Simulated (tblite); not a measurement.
**Run report: CH₉ClO₂Si₃, geometry relaxation (part 2 of 2)**

Continued. System: CH₉ClO₂Si₃, SMILES O[Si](Cl)(C[SiH3])O[SiH3]. Method: GFN2-xTB geometry optimisation, gas phase (tblite 0.8.0). 

Geometry of the input (Å):
```
Si 0.2810  0.7165  0.7930
O  1.3239  -0.5126  0.4242
Si 2.2420  -1.0539  -0.8638
C  -1.1215  0.9757  -0.3701
Si -2.1918  -0.5291  -0.2551
O  -0.1226  0.5880  2.3979
Cl 1.4432  2.3996  0.7720
H  1.4146  -1.1110  -2.0699
H  3.3712  -0.0898  -1.0982
H  2.7799  -2.3906  -0.5561
H  -1.6788  1.8743  -0.0812
H  -0.7872  1.1340  -1.3846
H  -3.3379  -0.3643  -1.1935
H  -1.4611  -1.7364  -0.6284
H  -2.7998  -0.6718  1.1009
H  0.6203  0.7362  3.0010
```

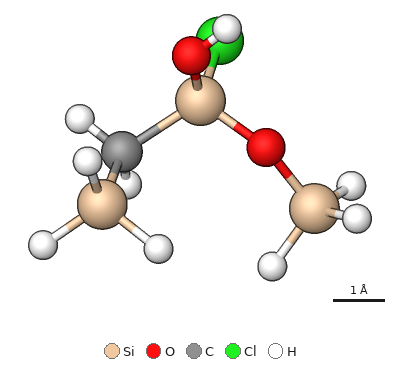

Fig. 1: The geometry at step 72 of the log (ball-and-stick view, seen at a tilt).

**Trajectory as extended XYZ, continued**
```
16
Properties=species:S:1:pos:R:3:forces:R:3 step=45 energy=-674.88074
Si    0.4091    0.8841    0.7521   -0.0230  -0.0120  -0.0140
O     1.4001   -0.3079    0.2796    0.0020   0.0010   0.0030
Si    2.2662   -1.0445   -0.8828   -0.0140  -0.0020  -0.0050
C    -1.1293    0.9990   -0.3247   -0.0280  -0.0100  -0.0100
Si   -2.2197   -0.5573   -0.2315    0.0000  -0.0060  -0.0060
O    -0.1104    0.5589    2.2505    0.0300   0.0080   0.0060
Cl    1.5199    2.5730    0.7422    0.0030   0.0060   0.0120
H     1.4041   -1.1816   -2.0564    0.0090  -0.0040  -0.0120
H     3.4301   -0.2072   -1.1697   -0.0130  -0.0140   0.0050
H     2.6078   -2.3244   -0.2697   -0.0010   0.0200   0.0090
H    -1.7193    1.8629   -0.0238    0.0010   0.0020   0.0030
H    -0.8377    1.1727   -1.3601    0.0110  -0.0030   0.0050
H    -3.3263   -0.3797   -1.1822    0.0120   0.0040   0.0070
H    -1.4505   -1.7433   -0.6186    0.0000   0.0090   0.0030
H    -2.7641   -0.7229    1.1162    0.0120   0.0020  -0.0140
H     0.4954    0.3828    2.9671   -0.0010  -0.0020   0.0080
16
Properties=species:S:1:pos:R:3:forces:R:3 step=48 energy=-674.88108
Si    0.4064    0.8871    0.7496   -0.0020  -0.0120   0.0060
O     1.4034   -0.2998    0.2769   -0.0150  -0.0030  -0.0020
Si    2.2646   -1.0469   -0.8819   -0.0030   0.0100   0.0030
C    -1.1332    1.0010   -0.3263    0.0110   0.0050   0.0080
Si   -2.2191   -0.5574   -0.2324    0.0040   0.0130  -0.0010
O    -0.1069    0.5587    2.2494   -0.0020   0.0050  -0.0030
Cl    1.5131    2.5784    0.7438    0.0040   0.0130   0.0060
H     1.4063   -1.1864   -2.0570   -0.0060  -0.0100  -0.0160
H     3.4301   -0.2147   -1.1731    0.0010  -0.0070   0.0020
H     2.6031   -2.3223   -0.2588   -0.0010   0.0070   0.0060
H    -1.7218    1.8649   -0.0221   -0.0040  -0.0070  -0.0090
H    -0.8384    1.1772   -1.3605   -0.0080  -0.0030   0.0050
H    -3.3261   -0.3807   -1.1815    0.0000   0.0000   0.0000
H    -1.4451   -1.7396   -0.6180    0.0050  -0.0080  -0.0060
H    -2.7581   -0.7223    1.1168    0.0020  -0.0020  -0.0060
H     0.4972    0.3675    2.9632    0.0140   0.0010   0.0070
16
Properties=species:S:1:pos:R:3:forces:R:3 step=51 energy=-674.88124
Si    0.4054    0.8863    0.7504    0.0150   0.0300   0.0110
O     1.4013   -0.2999    0.2762   -0.0100  -0.0100  -0.0050
Si    2.2628   -1.0463   -0.8823   -0.0070  -0.0100  -0.0150
C    -1.1330    1.0012   -0.3257    0.0020   0.0000   0.0000
Si   -2.2184   -0.5568   -0.2333    0.0070  -0.0150  -0.0040
O    -0.1053    0.5595    2.2508   -0.0030  -0.0030   0.0170
Cl    1.5131    2.5789    0.7449   -0.0070  -0.0040   0.0040
H     1.4076   -1.1879   -2.0609    0.0010  -0.0070   0.0060
H     3.4288   -0.2159   -1.1741    0.0070   0.0020   0.0020
H     2.6009   -2.3196   -0.2548   -0.0010   0.0030   0.0010
H    -1.7226    1.8644   -0.0230   -0.0070   0.0060  -0.0010
H    -0.8381    1.1767   -1.3596    0.0000   0.0000  -0.0060
H    -3.3256   -0.3802   -1.1819   -0.0010   0.0000  -0.0020
H    -1.4442   -1.7401   -0.6187   -0.0030   0.0060  -0.0030
H    -2.7566   -0.7227    1.1158   -0.0020  -0.0030   0.0000
H     0.4992    0.3671    2.9644    0.0070   0.0040  -0.0040
16
Properties=species:S:1:pos:R:3:forces:R:3 step=54 energy=-674.88141
Si    0.4051    0.8880    0.7525   -0.0060   0.0060  -0.0010
O     1.3971   -0.3006    0.2744   -0.0070   0.0080  -0.0110
Si    2.2597   -1.0471   -0.8836    0.0020  -0.0030   0.0030
C    -1.1329    1.0026   -0.3254   -0.0060  -0.0010  -0.0020
Si   -2.2167   -0.5569   -0.2351    0.0010  -0.0050   0.0030
O    -0.1030    0.5587    2.2538    0.0050   0.0020   0.0030
Cl    1.5092    2.5819    0.7474    0.0040  -0.0010   0.0040
H     1.4075   -1.1923   -2.0639    0.0010  -0.0030   0.0100
H     3.4282   -0.2185   -1.1731   -0.0030   0.0030  -0.0010
H     2.5993   -2.3169   -0.2503   -0.0020  -0.0070  -0.0030
H    -1.7247    1.8651   -0.0247    0.0000   0.0020   0.0020
H    -0.8382    1.1775   -1.3596    0.0080   0.0020   0.0020
H    -3.3257   -0.3811   -1.1824    0.0060  -0.0010   0.0000
H    -1.4410   -1.7386   -0.6205   -0.0010   0.0010  -0.0070
H    -2.7535   -0.7224    1.1145   -0.0040  -0.0060   0.0020
H     0.5050    0.3652    2.9642    0.0030   0.0030  -0.0030
16
Properties=species:S:1:pos:R:3:forces:R:3 step=57 energy=-674.88152
Si    0.4039    0.8912    0.7529   -0.0090  -0.0210  -0.0030
O     1.3941   -0.2978    0.2706   -0.0020   0.0120  -0.0050
Si    2.2589   -1.0483   -0.8832    0.0050   0.0100   0.0170
C    -1.1341    1.0037   -0.3257    0.0050   0.0060   0.0070
Si   -2.2155   -0.5577   -0.2352   -0.0040   0.0150   0.0020
O    -0.1012    0.5588    2.2549    0.0010   0.0060  -0.0120
Cl    1.5074    2.5846    0.7497    0.0090   0.0060   0.0030
H     1.4072   -1.1962   -2.0625   -0.0070  -0.0050  -0.0060
H     3.4281   -0.2207   -1.1731   -0.0060   0.0000   0.0000
H     2.5978   -2.3173   -0.2478   -0.0020  -0.0060   0.0000
H    -1.7263    1.8661   -0.0247   -0.0020  -0.0040  -0.0040
H    -0.8374    1.1793   -1.3595   -0.0020   0.0000   0.0090
H    -3.3245   -0.3820   -1.1824    0.0030  -0.0020  -0.0010
H    -1.4390   -1.7374   -0.6228    0.0050  -0.0090  -0.0070
H    -2.7525   -0.7237    1.1145   -0.0010  -0.0070  -0.0020
H     0.5085    0.3620    2.9626    0.0070   0.0020   0.0030
16
Properties=species:S:1:pos:R:3:forces:R:3 step=60 energy=-674.88160
Si    0.4026    0.8930    0.7536    0.0040   0.0020   0.0000
O     1.3905   -0.2950    0.2665    0.0100   0.0000   0.0060
Si    2.2578   -1.0486   -0.8826   -0.0010  -0.0030  -0.0030
C    -1.1345    1.0047   -0.3249   -0.0030   0.0020   0.0040
Si   -2.2143   -0.5578   -0.2354    0.0000  -0.0010  -0.0030
O    -0.0992    0.5598    2.2562    0.0000   0.0000   0.0000
Cl    1.5081    2.5860    0.7521    0.0020  -0.0020   0.0010
H     1.4075   -1.1999   -2.0631   -0.0010  -0.0040   0.0000
H     3.4270   -0.2217   -1.1737   -0.0020   0.0020   0.0010
H     2.5952   -2.3169   -0.2446   -0.0020  -0.0010   0.0000
H    -1.7281    1.8663   -0.0253   -0.0060   0.0040  -0.0010
H    -0.8364    1.1799   -1.3583   -0.0040   0.0010   0.0030
H    -3.3227   -0.3823   -1.1829   -0.0010   0.0000  -0.0030
H    -1.4379   -1.7377   -0.6257    0.0000   0.0030   0.0000
H    -2.7521   -0.7263    1.1138    0.0020  -0.0060  -0.0030
H     0.5121    0.3611    2.9624    0.0020   0.0040  -0.0020
16
Properties=species:S:1:pos:R:3:forces:R:3 step=63 energy=-674.88166
Si    0.4026    0.8936    0.7537    0.0030   0.0150   0.0000
O     1.3913   -0.2932    0.2659    0.0030  -0.0030   0.0050
Si    2.2572   -1.0493   -0.8825   -0.0030  -0.0060  -0.0080
C    -1.1353    1.0060   -0.3235   -0.0060  -0.0030  -0.0050
Si   -2.2138   -0.5576   -0.2362    0.0020  -0.0100  -0.0020
O    -0.0980    0.5601    2.2565    0.0010  -0.0040   0.0060
Cl    1.5090    2.5864    0.7535   -0.0010  -0.0040   0.0000
H     1.4070   -1.2030   -2.0633    0.0030  -0.0010   0.0080
H     3.4258   -0.2218   -1.1735    0.0010   0.0000  -0.0020
H     2.5934   -2.3173   -0.2430   -0.0010   0.0010  -0.0010
H    -1.7306    1.8672   -0.0259    0.0020   0.0020   0.0070
H    -0.8370    1.1805   -1.3567   -0.0010   0.0030  -0.0040
H    -3.3222   -0.3825   -1.1838   -0.0010   0.0020  -0.0030
H    -1.4370   -1.7372   -0.6273   -0.0010   0.0080   0.0000
H    -2.7514   -0.7292    1.1125    0.0000  -0.0040  -0.0010
H     0.5145    0.3619    2.9617   -0.0010   0.0040  -0.0010
16
Properties=species:S:1:pos:R:3:forces:R:3 step=66 energy=-674.88170
Si    0.4024    0.8952    0.7537   -0.0020  -0.0050   0.0000
O     1.3916   -0.2914    0.2653   -0.0030   0.0010   0.0020
Si    2.2566   -1.0504   -0.8822   -0.0010   0.0040   0.0060
C    -1.1366    1.0070   -0.3231    0.0040  -0.0010  -0.0010
Si   -2.2135   -0.5580   -0.2369   -0.0020   0.0030  -0.0010
O    -0.0970    0.5600    2.2567   -0.0010   0.0000  -0.0030
Cl    1.5087    2.5875    0.7549    0.0010   0.0020  -0.0020
H     1.4063   -1.2061   -2.0620   -0.0020  -0.0010   0.0000
H     3.4252   -0.2226   -1.1734    0.0000  -0.0040  -0.0030
H     2.5924   -2.3182   -0.2420    0.0000   0.0010   0.0010
H    -1.7322    1.8682   -0.0256    0.0050  -0.0050   0.0060
H    -0.8375    1.1820   -1.3562   -0.0050   0.0030  -0.0020
H    -3.3219   -0.3829   -1.1846    0.0000   0.0010  -0.0010
H    -1.4354   -1.7359   -0.6288    0.0040   0.0000  -0.0030
H    -2.7506   -0.7316    1.1118    0.0000  -0.0030  -0.0010
H     0.5169    0.3617    2.9606    0.0010   0.0030   0.0030
16
Properties=species:S:1:pos:R:3:forces:R:3 step=72 energy=-674.88180
Si    0.4022    0.8966    0.7541    0.0040   0.0070   0.0000
O     1.3917   -0.2892    0.2661    0.0010  -0.0080  -0.0040
Si    2.2539   -1.0515   -0.8806    0.0020  -0.0090  -0.0110
C    -1.1372    1.0079   -0.3218   -0.0060  -0.0010   0.0010
Si   -2.2127   -0.5583   -0.2399    0.0070  -0.0100  -0.0010
O    -0.0947    0.5602    2.2577    0.0030   0.0020   0.0070
Cl    1.5111    2.5881    0.7560   -0.0070  -0.0030  -0.0030
H     1.4038   -1.2125   -2.0603   -0.0020   0.0050   0.0070
H     3.4224   -0.2254   -1.1761    0.0020  -0.0010  -0.0030
H     2.5890   -2.3180   -0.2379    0.0030  -0.0010   0.0040
H    -1.7334    1.8668   -0.0197   -0.0030   0.0040   0.0050
H    -0.8419    1.1866   -1.3554    0.0050   0.0040   0.0040
H    -3.3209   -0.3819   -1.1878    0.0020   0.0010   0.0020
H    -1.4303   -1.7326   -0.6352   -0.0010   0.0020  -0.0050
H    -2.7497   -0.7414    1.1075    0.0000   0.0030  -0.0020
H     0.5223    0.3692    2.9613   -0.0080   0.0040  -0.0030
16
Properties=species:S:1:pos:R:3:forces:R:3 step=75 energy=-674.88198
Si    0.4035    0.9006    0.7530    0.0000   0.0260  -0.0030
O     1.3945   -0.2823    0.2625   -0.0010  -0.0040   0.0050
Si    2.2519   -1.0574   -0.8788   -0.0050  -0.0090  -0.0160
C    -1.1398    1.0121   -0.3171   -0.0140  -0.0040  -0.0040
Si   -2.2076   -0.5598   -0.2452    0.0080  -0.0160   0.0000
O    -0.0912    0.5649    2.2573   -0.0090  -0.0030  -0.0010
Cl    1.5091    2.5946    0.7571   -0.0060  -0.0060  -0.0080
H     1.3961   -1.2241   -2.0540    0.0060   0.0010   0.0110
H     3.4221   -0.2376   -1.1853    0.0010  -0.0040   0.0000
H     2.5831   -2.3184   -0.2228    0.0060  -0.0010  -0.0040
H    -1.7392    1.8657   -0.0064   -0.0020   0.0040   0.0090
H    -0.8515    1.1998   -1.3509    0.0150   0.0060   0.0040
H    -3.3175   -0.3805   -1.1902    0.0010  -0.0010  -0.0050
H    -1.4182   -1.7270   -0.6491   -0.0080   0.0070  -0.0030
H    -2.7467   -0.7577    1.0993    0.0050   0.0040   0.0030
H     0.5268    0.3715    2.9587    0.0030   0.0000   0.0140
16
Properties=species:S:1:pos:R:3:forces:R:3 step=78 energy=-674.88212
Si    0.4037    0.9032    0.7529   -0.0060  -0.0110   0.0010
O     1.3936   -0.2808    0.2610   -0.0020   0.0090   0.0050
Si    2.2495   -1.0619   -0.8779   -0.0040   0.0060   0.0130
C    -1.1423    1.0141   -0.3142    0.0050   0.0040   0.0070
Si   -2.2042   -0.5624   -0.2496   -0.0040   0.0120  -0.0020
O    -0.0883    0.5666    2.2584   -0.0060   0.0010  -0.0110
Cl    1.5076    2.5968    0.7565    0.0040   0.0060  -0.0100
H     1.3901   -1.2314   -2.0485   -0.0040  -0.0060  -0.0120
H     3.4197   -0.2440   -1.1900    0.0000  -0.0050   0.0000
H     2.5812   -2.3196   -0.2161    0.0070  -0.0030  -0.0060
H    -1.7422    1.8648    0.0040   -0.0070  -0.0050  -0.0010
H    -0.8551    1.2093   -1.3472    0.0050   0.0040   0.0090
H    -3.3150   -0.3799   -1.1933    0.0020  -0.0050  -0.0040
H    -1.4101   -1.7224   -0.6611   -0.0010  -0.0080  -0.0050
H    -2.7445   -0.7687    1.0933    0.0100   0.0030   0.0030
H     0.5320    0.3808    2.9599    0.0020  -0.0020   0.0140
16
Properties=species:S:1:pos:R:3:forces:R:3 step=81 energy=-674.88232
Si    0.4036    0.9015    0.7550   -0.0010  -0.0110   0.0150
O     1.3906   -0.2847    0.2633    0.0010   0.0040  -0.0030
Si    2.2442   -1.0660   -0.8773    0.0000   0.0060   0.0130
C    -1.1440    1.0151   -0.3084    0.0070   0.0040   0.0020
Si   -2.2009   -0.5649   -0.2566   -0.0030   0.0100  -0.0030
O    -0.0850    0.5672    2.2619    0.0180   0.0020   0.0250
Cl    1.5098    2.5938    0.7504    0.0060   0.0070  -0.0070
H     1.3822   -1.2373   -2.0460   -0.0010  -0.0070  -0.0060
H     3.4126   -0.2469   -1.1933    0.0000  -0.0040  -0.0020
H     2.5821   -2.3211   -0.2136    0.0020  -0.0030  -0.0090
H    -1.7460    1.8619    0.0165   -0.0050  -0.0080  -0.0050
H    -0.8549    1.2192   -1.3391   -0.0080   0.0050   0.0000
H    -3.3115   -0.3793   -1.2000    0.0010  -0.0030  -0.0030
H    -1.4039   -1.7196   -0.6785   -0.0040  -0.0040   0.0000
H    -2.7410   -0.7809    1.0850    0.0120   0.0000  -0.0010
H     0.5376    0.4067    2.9687   -0.0250   0.0010  -0.0170
16
Properties=species:S:1:pos:R:3:forces:R:3 step=84 energy=-674.88252
Si    0.4041    0.9060    0.7561    0.0070   0.0170   0.0050
O     1.3928   -0.2770    0.2615    0.0020  -0.0050  -0.0020
Si    2.2395   -1.0726   -0.8740    0.0000  -0.0020  -0.0130
C    -1.1469    1.0203   -0.3017   -0.0050  -0.0050  -0.0070
Si   -2.1953   -0.5653   -0.2646    0.0060  -0.0170  -0.0020
O    -0.0815    0.5723    2.2637    0.0000   0.0020   0.0190
Cl    1.5081    2.6012    0.7462   -0.0020  -0.0070  -0.0040
H     1.3730   -1.2518   -2.0400    0.0120  -0.0040   0.0180
H     3.4107   -0.2623   -1.2030   -0.0060   0.0000   0.0010
H     2.5799   -2.3232   -0.2018   -0.0080   0.0050  -0.0100
H    -1.7556    1.8582    0.0329    0.0040   0.0030   0.0000
H    -0.8625    1.2366   -1.3310   -0.0050   0.0090  -0.0060
H    -3.3073   -0.3796   -1.2059   -0.0010   0.0010  -0.0030
H    -1.3928   -1.7133   -0.6963   -0.0070   0.0040   0.0010
H    -2.7316   -0.7980    1.0756    0.0080   0.0020   0.0010
H     0.5407    0.4132    2.9704   -0.0070  -0.0030   0.0010
16
Properties=species:S:1:pos:R:3:forces:R:3 step=87 energy=-674.88263
Si    0.4043    0.9100    0.7574    0.0000  -0.0050  -0.0020
O     1.3931   -0.2726    0.2601    0.0000   0.0010   0.0010
Si    2.2371   -1.0757   -0.8723    0.0010   0.0020   0.0020
C    -1.1488    1.0226   -0.2990    0.0040  -0.0010   0.0020
Si   -2.1921   -0.5668   -0.2688    0.0010   0.0010  -0.0030
O    -0.0800    0.5759    2.2658   -0.0010   0.0080  -0.0050
Cl    1.5077    2.6050    0.7438   -0.0010  -0.0050  -0.0010
H     1.3696   -1.2607   -2.0349   -0.0050  -0.0050  -0.0020
H     3.4093   -0.2708   -1.2089   -0.0010   0.0090   0.0030
H     2.5776   -2.3242   -0.1971   -0.0070   0.0000   0.0000
H    -1.7603    1.8562    0.0418    0.0040   0.0020  -0.0020
H    -0.8666    1.2471   -1.3273   -0.0060   0.0040   0.0000
H    -3.3048   -0.3796   -1.2095    0.0020   0.0000   0.0030
H    -1.3874   -1.7102   -0.7059    0.0020  -0.0080  -0.0040
H    -2.7254   -0.8072    1.0712    0.0050   0.0030  -0.0010
H     0.5422    0.4156    2.9719    0.0020  -0.0040   0.0070
16
Properties=species:S:1:pos:R:3:forces:R:3 step=90 energy=-674.88269
Si    0.4044    0.9096    0.7582   -0.0030  -0.0020   0.0000
O     1.3925   -0.2732    0.2605   -0.0010  -0.0010   0.0030
Si    2.2360   -1.0760   -0.8723   -0.0030   0.0020   0.0050
C    -1.1490    1.0229   -0.2974    0.0010   0.0020  -0.0040
Si   -2.1901   -0.5682   -0.2714    0.0030   0.0040  -0.0010
O    -0.0789    0.5781    2.2675    0.0050   0.0040   0.0020
Cl    1.5086    2.6037    0.7413    0.0030   0.0020   0.0010
H     1.3682   -1.2643   -2.0336   -0.0090  -0.0020  -0.0080
H     3.4071   -0.2706   -1.2103    0.0030   0.0100   0.0030
H     2.5746   -2.3238   -0.1960    0.0010  -0.0090   0.0040
H    -1.7608    1.8557    0.0449    0.0010  -0.0040   0.0050
H    -0.8681    1.2514   -1.3252    0.0000  -0.0030  -0.0030
H    -3.3034   -0.3794   -1.2111    0.0010  -0.0010   0.0030
H    -1.3860   -1.7113   -0.7114    0.0000   0.0000  -0.0010
H    -2.7220   -0.8099    1.0691    0.0050   0.0000  -0.0020
H     0.5424    0.4199    2.9753   -0.0050  -0.0020  -0.0070
16
Properties=species:S:1:pos:R:3:forces:R:3 step=91 energy=-674.88271
Si    0.4045    0.9096    0.7584   -0.0010   0.0040  -0.0010
O     1.3927   -0.2728    0.2606   -0.0020  -0.0020   0.0030
Si    2.2356   -1.0764   -0.8721   -0.0030  -0.0010  -0.0010
C    -1.1491    1.0233   -0.2969   -0.0010   0.0010  -0.0050
Si   -2.1893   -0.5684   -0.2724    0.0040   0.0010   0.0000
O    -0.0784    0.5791    2.2679    0.0010   0.0030   0.0020
Cl    1.5087    2.6038    0.7406    0.0030   0.0020   0.0010
H     1.3670   -1.2659   -2.0331   -0.0050   0.0010  -0.0030
H     3.4067   -0.2709   -1.2108    0.0000   0.0070   0.0030
H     2.5738   -2.3240   -0.1951    0.0020  -0.0070   0.0030
H    -1.7612    1.8554    0.0465    0.0000  -0.0040   0.0070
H    -0.8692    1.2532   -1.3245    0.0030  -0.0030  -0.0040
H    -3.3029   -0.3794   -1.2115    0.0000   0.0000   0.0020
H    -1.3851   -1.7113   -0.7134   -0.0020   0.0030   0.0000
H    -2.7206   -0.8113    1.0681    0.0040  -0.0010  -0.0010
H     0.5424    0.4208    2.9759   -0.0030  -0.0020  -0.0060
```

**Results in brief**

- outcome: converged
- total energy: −674.8827 eV
- hardware: 1 CPU thread, shared host
- wall time: 6.1 s
- peak memory: 0.18 GiB
